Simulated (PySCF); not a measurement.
# C4H13AlP2: the cost of one run

Programs: PySCF 2.14.0, with routines of our own; each step states its level. All values are computed. Atoms count from 0.

## 1. The starting structure

20 atoms, charge 0, multiplicity 1; geometry from: GFN2-xTB.

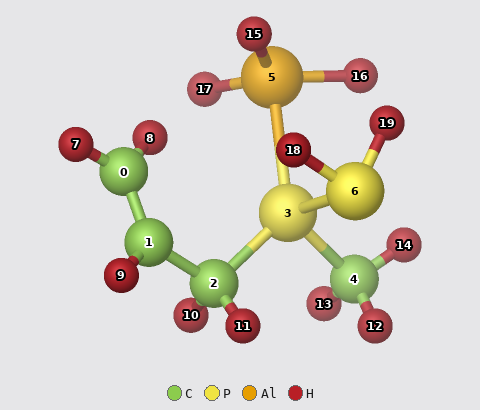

The starting geometry (carbon green, phosphorus yellow, aluminium amber, hydrogen red); sticks join atoms by distance alone.

## 2. Magnetic properties: GIAO B97-2/pcSseg-1

Job settings and geometry (Å):

```
{"job": {"kind": "mag", "xc": "B97-2", "basis": "pcSseg-1", "isotopologues": 2}, "charge": 0, "multiplicity": 1}
C      2.352471     0.088144     0.676430
C      1.781141    -1.089403     0.844190
C      0.302156    -1.297641     0.953017
P     -0.633538    -0.040714    -0.042141
C     -2.365816    -0.482403     0.387016
Al    -0.126818     2.348315    -0.515767
P     -0.484867    -0.892389    -2.021197
H      3.421749     0.198661     0.620843
H      1.767232     1.000643     0.597813
H      2.385018    -1.984796     0.930227
H     -0.014165    -1.187975     1.996882
H      0.022323    -2.302845     0.620987
H     -2.566969    -1.533623     0.182424
H     -2.541530    -0.269291     1.440693
H     -3.032226     0.139637    -0.209702
H      1.061240     2.151263    -1.531001
H     -1.555715     2.555432    -1.161361
H      0.171360     2.887344     0.923662
H      0.877771    -0.607742    -2.090900
H     -0.825964     0.330064    -2.605148
```

Level: GIAO B97-2/pcSseg-1 magnetisability, rotational g tensor and spin-rotation constants, non-relativistic, gas phase.

Run with:

```
$ OMP_NUM_THREADS=1 python excited_run.py task.json out
```

The driver reads the jobs from task.json and runs them one after another.

Q: Estimate the wall time and peak memory of this first job on 1 thread of Arm Neoverse V1, shared host.

About 43 s, with a peak of 0.95 GiB.
